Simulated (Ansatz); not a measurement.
# Molecular dynamics of SiH4BrF (part 2 of 2)

The same run, continued: SiH4BrF; RKS PBE0-D4/def2-SVP (Ansatz 0.2.0). 

Geometry of the input (Å):
```
Si -0.6018  -0.1976  0.0692
F  1.1670  -0.2792  0.8532
H  -0.5620  -1.2860  -0.9207
H  -0.9980  -0.7370  1.3957
H  -1.5932  0.8682  -0.1921
H  1.5757  0.3331  0.1220
Br 1.0124  1.2982  -1.3272
```

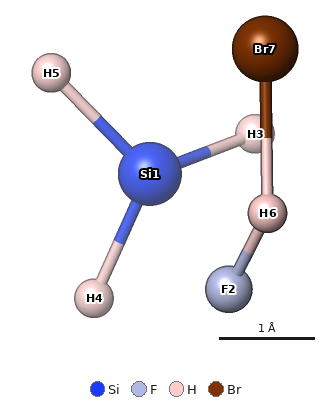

*The geometry at step 25 of the log (ball-and-stick view, seen at a tilt; atoms are numbered from 1 in the order of the input).*

Trajectory as extended XYZ, continued
```
7
Properties=species:S:1:pos:R:3:forces:R:3 step=10 time_fs=10.0 energy=-80678.61992 temperature=71.6
Si   -0.6289   -0.2097    0.0689   -0.1536  -0.3786  -0.0349
F     1.1839   -0.2493    0.8302    0.0254   0.0662  -0.1228
H    -0.6644   -1.3642   -0.9267    0.0916   0.6981   0.3566
H    -1.0186   -0.7719    1.4029    0.2410  -0.0871   0.0006
H    -1.7117    0.8386   -0.0259    0.4531  -0.0521  -0.3491
H     1.6350    0.3722    0.0928   -0.4110  -0.2555   0.2455
Br    1.0202    1.2967   -1.3234   -0.2466   0.0090  -0.0959
7
Properties=species:S:1:pos:R:3:forces:R:3 step=11 time_fs=11.0 energy=-80678.62454 temperature=78.7
Si   -0.6321   -0.2110    0.0694   -0.0345  -0.3618  -0.0733
F     1.1855   -0.2467    0.8284    0.0164   0.0591  -0.1245
H    -0.6709   -1.3610   -0.9280    0.0941   0.6713   0.3319
H    -1.0059   -0.7784    1.4005    0.1852  -0.0989   0.0613
H    -1.7087    0.8388   -0.0261    0.4103  -0.0291  -0.3291
H     1.6357    0.3757    0.0893   -0.4165  -0.2667   0.2598
Br    1.0208    1.2965   -1.3231   -0.2551   0.0261  -0.1260
7
Properties=species:S:1:pos:R:3:forces:R:3 step=12 time_fs=12.0 energy=-80678.63813 temperature=99.1
Si   -0.6353   -0.2124    0.0699    0.1006  -0.2861  -0.0540
F     1.1870   -0.2441    0.8265   -0.0062   0.0116  -0.0742
H    -0.6765   -1.3513   -0.9261    0.0935   0.5555   0.2362
H    -0.9915   -0.7858    1.3986    0.1260  -0.1025   0.1140
H    -1.7018    0.8388   -0.0295    0.3305   0.0187  -0.2992
H     1.6324    0.3766    0.0882   -0.3717  -0.2450   0.2429
Br    1.0214    1.2964   -1.3227   -0.2727   0.0478  -0.1657
7
Properties=species:S:1:pos:R:3:forces:R:3 step=13 time_fs=13.0 energy=-80678.65431 temperature=123.5
Si   -0.6385   -0.2140    0.0704    0.2413  -0.1581   0.0298
F     1.1886   -0.2415    0.8246   -0.0436  -0.0764   0.0286
H    -0.6812   -1.3363   -0.9219    0.0896   0.3601   0.0763
H    -0.9758   -0.7943    1.3979    0.0672  -0.0943   0.1470
H    -1.6917    0.8390   -0.0358    0.2231   0.0843  -0.2600
H     1.6256    0.3752    0.0895   -0.2797  -0.1890   0.1918
Br    1.0220    1.2962   -1.3224   -0.2978   0.0733  -0.2134
7
Properties=species:S:1:pos:R:3:forces:R:3 step=14 time_fs=14.0 energy=-80678.66515 temperature=139.8
Si   -0.6416   -0.2156    0.0708    0.3762   0.0087   0.1729
F     1.1902   -0.2389    0.8227   -0.0976  -0.2038   0.1819
H    -0.6850   -1.3179   -0.9170    0.0823   0.1069  -0.1307
H    -0.9595   -0.8036    1.3986    0.0114  -0.0721   0.1519
H    -1.6795    0.8400   -0.0445    0.1023   0.1563  -0.2128
H     1.6161    0.3720    0.0926   -0.1475  -0.0972   0.1027
Br    1.0225    1.2961   -1.3221   -0.3271   0.1013  -0.2659
7
Properties=species:S:1:pos:R:3:forces:R:3 step=15 time_fs=15.0 energy=-80678.66529 temperature=140.2
Si   -0.6445   -0.2171    0.0714    0.4937   0.1884   0.3503
F     1.1917   -0.2364    0.8209   -0.1672  -0.3624   0.3754
H    -0.6881   -1.2984   -0.9133    0.0725  -0.1644  -0.3515
H    -0.9431   -0.8136    1.4007   -0.0409  -0.0368   0.1262
H    -1.6663    0.8425   -0.0553   -0.0139   0.2195  -0.1587
H     1.6052    0.3679    0.0968    0.0112   0.0257  -0.0221
Br    1.0230    1.2959   -1.3219   -0.3555   0.1301  -0.3196
7
Properties=species:S:1:pos:R:3:forces:R:3 step=16 time_fs=16.0 energy=-80678.65563 temperature=126.2
Si   -0.6473   -0.2187    0.0720    0.5846   0.3419   0.5156
F     1.1931   -0.2341    0.8193   -0.2441  -0.5311   0.5819
H    -0.6904   -1.2805   -0.9130    0.0617  -0.3973  -0.5365
H    -0.9271   -0.8240    1.4041   -0.0905   0.0081   0.0738
H    -1.6532    0.8471   -0.0677   -0.1073   0.2573  -0.0986
H     1.5943    0.3640    0.1007    0.1730   0.1627  -0.1656
Br    1.0234    1.2958   -1.3217   -0.3775   0.1583  -0.3706
7
Properties=species:S:1:pos:R:3:forces:R:3 step=17 time_fs=17.0 energy=-80678.64334 temperature=108.1
Si   -0.6499   -0.2201    0.0729    0.6450   0.4271   0.6122
F     1.1944   -0.2321    0.8180   -0.3121  -0.6730   0.7554
H    -0.6922   -1.2664   -0.9179    0.0519  -0.5332  -0.6312
H    -0.9119   -0.8343    1.4081   -0.1390   0.0567   0.0042
H    -1.6412    0.8541   -0.0809   -0.1636   0.2566  -0.0336
H     1.5852    0.3616    0.1030    0.3055   0.2807  -0.2913
Br    1.0238    1.2957   -1.3215   -0.3876   0.1851  -0.4156
7
Properties=species:S:1:pos:R:3:forces:R:3 step=18 time_fs=18.0 energy=-80678.63656 temperature=98.0
Si   -0.6523   -0.2213    0.0739    0.6782   0.4189   0.5975
F     1.1955   -0.2304    0.8171   -0.3526  -0.7468   0.8435
H    -0.6935   -1.2574   -0.9288    0.0442  -0.5366  -0.5992
H    -0.8980   -0.8441    1.4122   -0.1877   0.1021  -0.0695
H    -1.6307    0.8636   -0.0945   -0.1770   0.2116   0.0350
H     1.5789    0.3620    0.1025    0.3768   0.3407  -0.3544
Br    1.0242    1.2957   -1.3214   -0.3820   0.2101  -0.4530
7
Properties=species:S:1:pos:R:3:forces:R:3 step=19 time_fs=19.0 energy=-80678.63738 temperature=98.8
Si   -0.6544   -0.2224    0.0751    0.6946   0.3247   0.4646
F     1.1965   -0.2291    0.8166   -0.3570  -0.7290   0.8165
H    -0.6944   -1.2536   -0.9454    0.0387  -0.4140  -0.4418
H    -0.8859   -0.8529    1.4156   -0.2365   0.1380  -0.1342
H    -1.6219    0.8752   -0.1078   -0.1517   0.1270   0.1051
H     1.5763    0.3656    0.0986    0.3710   0.3201  -0.3283
Br    1.0245    1.2956   -1.3213   -0.3592   0.2332  -0.4819
7
Properties=species:S:1:pos:R:3:forces:R:3 step=20 time_fs=20.0 energy=-80678.64024 temperature=102.6
Si   -0.6563   -0.2234    0.0766    0.7070   0.1811   0.2431
F     1.1973   -0.2282    0.8165   -0.3339  -0.6305   0.6869
H    -0.6948   -1.2536   -0.9663    0.0343  -0.2094  -0.1982
H    -0.8761   -0.8604    1.4178   -0.2840   0.1594  -0.1785
H    -1.6145    0.8879   -0.1201   -0.0999   0.0167   0.1734
H     1.5772    0.3722    0.0916    0.2972   0.2287  -0.2244
Br    1.0248    1.2956   -1.3213   -0.3206   0.2539  -0.5022
7
Properties=species:S:1:pos:R:3:forces:R:3 step=21 time_fs=21.0 energy=-80678.63763 temperature=98.5
Si   -0.6580   -0.2244    0.0780    0.7264   0.0337  -0.0181
F     1.1979   -0.2276    0.8168   -0.3031  -0.4884   0.5003
H    -0.6950   -1.2557   -0.9890    0.0300   0.0185   0.0747
H    -0.8690   -0.8664    1.4182   -0.3277   0.1638  -0.1954
H    -1.6081    0.9009   -0.1307   -0.0380  -0.1005   0.2358
H     1.5809    0.3811    0.0825    0.1825   0.1011  -0.0828
Br    1.0250    1.2956   -1.3214   -0.2701   0.2719  -0.5145
7
Properties=species:S:1:pos:R:3:forces:R:3 step=22 time_fs=22.0 energy=-80678.62692 temperature=82.5
Si   -0.6594   -0.2253    0.0795    0.7593  -0.0826  -0.2720
F     1.1983   -0.2272    0.8173   -0.2825  -0.3428   0.3072
H    -0.6949   -1.2576   -1.0111    0.0250   0.2194   0.3246
H    -0.8650   -0.8708    1.4168   -0.3645   0.1506  -0.1822
H    -1.6021    0.9129   -0.1391    0.0184  -0.2053   0.2882
H     1.5864    0.3909    0.0725    0.0572  -0.0261   0.0543
Br    1.0252    1.2956   -1.3215   -0.2129   0.2867  -0.5200
7
Properties=species:S:1:pos:R:3:forces:R:3 step=23 time_fs=23.0 energy=-80678.61194 temperature=60.2
Si   -0.6605   -0.2263    0.0809    0.8070  -0.1505  -0.4838
F     1.1986   -0.2270    0.8180   -0.2807  -0.2204   0.1413
H    -0.6945   -1.2575   -1.0301    0.0197   0.3622   0.5156
H    -0.8646   -0.8738    1.4136   -0.3914   0.1220  -0.1414
H    -1.5959    0.9229   -0.1447    0.0574  -0.2820   0.3271
H     1.5925    0.4005    0.0630   -0.0572  -0.1298   0.1616
Br    1.0253    1.2957   -1.3217   -0.1549   0.2986  -0.5204
7
Properties=species:S:1:pos:R:3:forces:R:3 step=24 time_fs=24.0 energy=-80678.59969 temperature=41.9
Si   -0.6614   -0.2273    0.0822    0.8675  -0.1675  -0.6297
F     1.1988   -0.2269    0.8187   -0.2978  -0.1322   0.0176
H    -0.6939   -1.2538   -1.0442    0.0145   0.4319   0.6280
H    -0.8678   -0.8756    1.4091   -0.4058   0.0820  -0.0804
H    -1.5891    0.9302   -0.1472    0.0716  -0.3198   0.3501
H     1.5980    0.4089    0.0551   -0.1490  -0.2020   0.2320
Br    1.0255    1.2958   -1.3219   -0.1010   0.3076  -0.5176
7
Properties=species:S:1:pos:R:3:forces:R:3 step=25 time_fs=25.0 energy=-80678.59590 temperature=36.3
Si   -0.6620   -0.2283    0.0832    0.9359  -0.1386  -0.6921
F     1.1988   -0.2269    0.8195   -0.3298  -0.0792  -0.0617
H    -0.6933   -1.2460   -1.0523    0.0101   0.4242   0.6530
H    -0.8750   -0.8766    1.4038   -0.4056   0.0366  -0.0107
H    -1.5816    0.9345   -0.1464    0.0584  -0.3134   0.3561
H     1.6021    0.4153    0.0494   -0.2138  -0.2438   0.2687
Br    1.0256    1.2960   -1.3222   -0.0553   0.3143  -0.5133
7
Properties=species:S:1:pos:R:3:forces:R:3 step=26 time_fs=26.0 energy=-80678.60221 temperature=45.9
Si   -0.6622   -0.2295    0.0840    1.0060  -0.0706  -0.6569
F     1.1987   -0.2269    0.8202   -0.3718  -0.0585  -0.0995
H    -0.6925   -1.2341   -1.0541    0.0068   0.3399   0.5877
H    -0.8860   -0.8773    1.3983   -0.3889  -0.0072   0.0539
H    -1.5735    0.9358   -0.1421    0.0189  -0.2630   0.3457
H     1.6041    0.4194    0.0463   -0.2508  -0.2594   0.2779
Br    1.0257    1.2962   -1.3226   -0.0203   0.3188  -0.5088
7
Properties=species:S:1:pos:R:3:forces:R:3 step=27 time_fs=27.0 energy=-80678.61567 temperature=66.2
Si   -0.6621   -0.2306    0.0845    1.0689   0.0304  -0.5164
F     1.1983   -0.2270    0.8209   -0.4204  -0.0667  -0.0994
H    -0.6916   -1.2190   -1.0503    0.0047   0.1850   0.4352
H    -0.9008   -0.8780    1.3934   -0.3543  -0.0426   0.0996
H    -1.5653    0.9346   -0.1345   -0.0413  -0.1750   0.3209
H     1.6038    0.4211    0.0458   -0.2601  -0.2523   0.2648
Br    1.0259    1.2964   -1.3230    0.0025   0.3213  -0.5045
7
Properties=species:S:1:pos:R:3:forces:R:3 step=28 time_fs=28.0 energy=-80678.63036 temperature=88.6
Si   -0.6617   -0.2317    0.0849    1.1140   0.1578  -0.2770
F     1.1978   -0.2271    0.8215   -0.4740  -0.1016  -0.0643
H    -0.6907   -1.2021   -1.0424    0.0037  -0.0267   0.2089
H    -0.9190   -0.8792    1.3895   -0.3013  -0.0647   0.1162
H    -1.5575    0.9317   -0.1239   -0.1128  -0.0621   0.2851
H     1.6009    0.4203    0.0478   -0.2423  -0.2242   0.2316
Br    1.0260    1.2967   -1.3235    0.0127   0.3215  -0.5006
7
Properties=species:S:1:pos:R:3:forces:R:3 step=29 time_fs=29.0 energy=-80678.64071 temperature=104.7
Si   -0.6608   -0.2328    0.0852    1.1286   0.2999   0.0317
F     1.1970   -0.2272    0.8221   -0.5322  -0.1614   0.0042
H    -0.6897   -1.1854   -1.0324    0.0032  -0.2672  -0.0607
H    -0.9401   -0.8810    1.3866   -0.2303  -0.0716   0.0999
H    -1.5507    0.9282   -0.1105   -0.1820   0.0566   0.2428
H     1.5957    0.4173    0.0521   -0.1987  -0.1754   0.1784
Br    1.0261    1.2970   -1.3241    0.0113   0.3191  -0.4964
7
Properties=species:S:1:pos:R:3:forces:R:3 step=30 time_fs=30.0 energy=-80678.64489 temperature=111.8
Si   -0.6596   -0.2338    0.0855    1.1006   0.4344   0.3518
F     1.1959   -0.2274    0.8227   -0.5952  -0.2442   0.1035
H    -0.6888   -1.1712   -1.0230    0.0032  -0.4920  -0.3216
H    -0.9634   -0.8834    1.3847   -0.1437  -0.0651   0.0546
H    -1.5456    0.9252   -0.0947   -0.2336   0.1589   0.1983
H     1.5887    0.4127    0.0581   -0.1316  -0.1059   0.1043
Br    1.0262    1.2973   -1.3247    0.0003   0.3138  -0.4908
7
Properties=species:S:1:pos:R:3:forces:R:3 step=31 time_fs=31.0 energy=-80678.64607 temperature=114.5
Si   -0.6580   -0.2346    0.0859    1.0217   0.5300   0.6080
F     1.1946   -0.2278    0.8234   -0.6629  -0.3452   0.2273
H    -0.6878   -1.1618   -1.0167    0.0037  -0.6462  -0.5083
H    -0.9882   -0.8865    1.3833   -0.0461  -0.0500  -0.0098
H    -1.5428    0.9238   -0.0770   -0.2531   0.2237   0.1548
H     1.5803    0.4071    0.0651   -0.0464  -0.0178   0.0105
Br    1.0264    1.2977   -1.3254   -0.0169   0.3055  -0.4825
7
Properties=species:S:1:pos:R:3:forces:R:3 step=32 time_fs=32.0 energy=-80678.64939 temperature=120.2
Si   -0.6560   -0.2353    0.0865    0.8922   0.5574   0.7350
F     1.1928   -0.2283    0.8242   -0.7328  -0.4542   0.3626
H    -0.6867   -1.1585   -1.0152    0.0053  -0.6842  -0.5649
H    -1.0134   -0.8901    1.3818    0.0562  -0.0325  -0.0798
H    -1.5424    0.9244   -0.0578   -0.2319   0.2378   0.1135
H     1.5715    0.4013    0.0722    0.0471   0.0817  -0.0962
Br    1.0265    1.2981   -1.3261   -0.0361   0.2942  -0.4703
7
Properties=species:S:1:pos:R:3:forces:R:3 step=33 time_fs=33.0 energy=-80678.65694 temperature=131.9
Si   -0.6538   -0.2358    0.0874    0.7235   0.5065   0.7084
F     1.1908   -0.2290    0.8251   -0.7995  -0.5542   0.4873
H    -0.6856   -1.1617   -1.0191    0.0083  -0.5923  -0.4739
H    -1.0382   -0.8940    1.3796    0.1555  -0.0188  -0.1418
H    -1.5442    0.9274   -0.0375   -0.1697   0.2003   0.0738
H     1.5631    0.3962    0.0784    0.1345   0.1782  -0.2008
Br    1.0266    1.2986   -1.3269   -0.0526   0.2802  -0.4530
7
Properties=species:S:1:pos:R:3:forces:R:3 step=34 time_fs=34.0 energy=-80678.66590 temperature=145.8
Si   -0.6513   -0.2360    0.0885    0.5367   0.3932   0.5564
F     1.1883   -0.2301    0.8263   -0.8554  -0.6230   0.5735
H    -0.6844   -1.1707   -1.0276    0.0126  -0.3962  -0.2662
H    -1.0614   -0.8981    1.3760    0.2445  -0.0138  -0.1850
H    -1.5477    0.9323   -0.0165   -0.0753   0.1230   0.0340
H     1.5560    0.3929    0.0827    0.1987   0.2525  -0.2823
Br    1.0267    1.2991   -1.3278   -0.0618   0.2643  -0.4304
7
Properties=species:S:1:pos:R:3:forces:R:3 step=35 time_fs=35.0 energy=-80678.67161 temperature=154.9
Si   -0.6485   -0.2362    0.0898    0.3582   0.2496   0.3409
F     1.1853   -0.2314    0.8278   -0.8940  -0.6416   0.5965
H    -0.6831   -1.1834   -1.0386    0.0178  -0.1475  -0.0040
H    -1.0824   -0.9023    1.3706    0.3166  -0.0203  -0.2023
H    -1.5519    0.9384    0.0049    0.0362   0.0256  -0.0071
H     1.5508    0.3919    0.0843    0.2253   0.2871  -0.3215
Br    1.0269    1.2996   -1.3287   -0.0602   0.2470  -0.4026
7
Properties=species:S:1:pos:R:3:forces:R:3 step=36 time_fs=36.0 energy=-80678.67198 temperature=156.2
Si   -0.6457   -0.2363    0.0913    0.2120   0.1067   0.1268
F     1.1819   -0.2331    0.8296   -0.9140  -0.6029   0.5469
H    -0.6817   -1.1976   -1.0497    0.0230   0.1006   0.2487
H    -1.1004   -0.9067    1.3633    0.3672  -0.0394  -0.1905
H    -1.5557    0.9447    0.0263    0.1481  -0.0705  -0.0498
H     1.5478    0.3938    0.0828    0.2092   0.2760  -0.3119
Br    1.0270    1.3002   -1.3296   -0.0454   0.2294  -0.3702
7
Properties=species:S:1:pos:R:3:forces:R:3 step=37 time_fs=37.0 energy=-80678.66890 temperature=152.4
Si   -0.6428   -0.2363    0.0927    0.1153  -0.0160  -0.0386
F     1.1781   -0.2351    0.8317   -0.9208  -0.5161   0.4352
H    -0.6800   -1.2109   -1.0584    0.0277   0.3089   0.4453
H    -1.1149   -0.9115    1.3541    0.3937  -0.0702  -0.1504
H    -1.5581    0.9504    0.0472    0.2452  -0.1468  -0.0929
H     1.5467    0.3982    0.0783    0.1561   0.2279  -0.2638
Br    1.0271    1.3008   -1.3306   -0.0172   0.2122  -0.3348
7
Properties=species:S:1:pos:R:3:forces:R:3 step=38 time_fs=38.0 energy=-80678.66666 temperature=149.9
Si   -0.6398   -0.2363    0.0942    0.0759  -0.1108  -0.1288
F     1.1737   -0.2374    0.8340   -0.9238  -0.4013   0.2858
H    -0.6780   -1.2212   -1.0629    0.0315   0.4546   0.5603
H    -1.1256   -0.9170    1.3435    0.3963  -0.1096  -0.0865
H    -1.5582    0.9547    0.0672    0.3163  -0.1909  -0.1343
H     1.5472    0.4049    0.0713    0.0804   0.1615  -0.1984
Br    1.0272    1.3014   -1.3317    0.0233   0.1965  -0.2980
7
Properties=species:S:1:pos:R:3:forces:R:3 step=39 time_fs=39.0 energy=-80678.66951 temperature=155.1
Si   -0.6368   -0.2364    0.0956    0.0934  -0.1777  -0.1314
F     1.1689   -0.2398    0.8365   -0.9312  -0.2797   0.1251
H    -0.6757   -1.2271   -1.0620    0.0341   0.5277   0.5833
H    -1.1326   -0.9235    1.3320    0.3774  -0.1530  -0.0068
H    -1.5553    0.9571    0.0861    0.3545  -0.1964  -0.1713
H     1.5484    0.4131    0.0624   -0.0018   0.0960  -0.1367
Br    1.0272    1.3020   -1.3327    0.0736   0.1832  -0.2622
7
Properties=species:S:1:pos:R:3:forces:R:3 step=40 time_fs=40.0 energy=-80678.67948 temperature=171.0
Si   -0.6338   -0.2366    0.0970    0.1608  -0.2193  -0.0402
F     1.1636   -0.2425    0.8390   -0.9478  -0.1669  -0.0273
H    -0.6731   -1.2281   -1.0556    0.0351   0.5244   0.5127
H    -1.1359   -0.9316    1.3205    0.3414  -0.1939   0.0777
H    -1.5489    0.9577    0.1033    0.3570  -0.1621  -0.2009
H     1.5496    0.4222    0.0521   -0.0771   0.0443  -0.0919
Br    1.0274    1.3027   -1.3338    0.1306   0.1734  -0.2300
```
